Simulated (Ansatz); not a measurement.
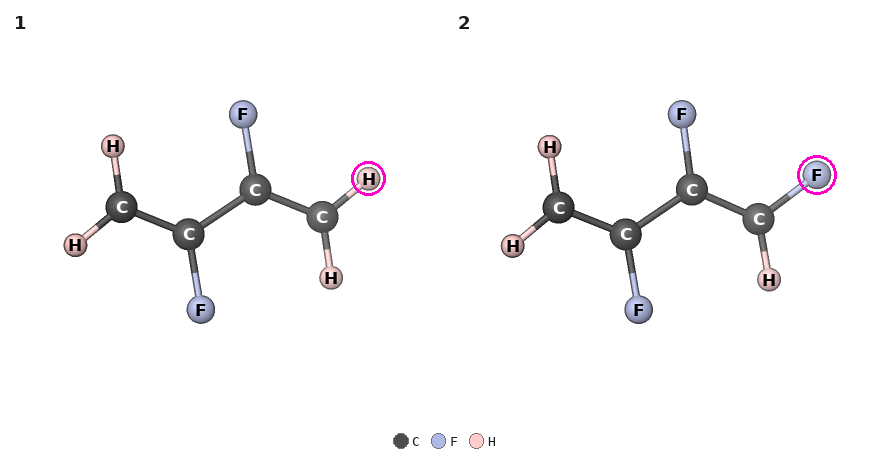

2 molecules with one skeleton, seen from the same side and at one scale; the atom that differs is circled. Charge 0, singlet. Computed geometries: PBE0-D4/def2-TZVP optimisations, one conformation each. Properties computed with Ansatz 0.2.0.

One atom differs, called X below: H in panel 1, F in panel 2. Their formulas are C4H4F2 (`C=C(F)C(=C)F`), C4H3F3 (`C=C(F)/C(F)=C/F`).

Question: In which is the dipole moment larger (ωB97M-V/def2-TZVPP)?

Answer: In panel 2 (X = F).

Question: In which is the length of X–C larger (PBE0-D4/def2-TZVP)?

Answer: In panel 2 (X = F).

Give the values. With PBE0-D4/def2-TZVP: length of X–C (Å), angle X–C–H (°). With CAM-B3LYP-D4/def2-TZVPP: HOMO energy (Kohn–Sham orbital) (eV), HOMO–LUMO gap (eV). With ωB97M-V/def2-TZVPP: dipole moment (D).

```
                            quantity  1 (H)  2 (F)   2 − 1
                   length of X–C (Å)  1.081  1.325  +0.244
                     angle X–C–H (°)  119.7  115.4    −4.3
HOMO energy (Kohn–Sham orbital) (eV)  −8.55  −8.46   +0.09
                  HOMO–LUMO gap (eV)   8.39   8.35   −0.04
                   dipole moment (D)   0.00   1.15   +1.15
```
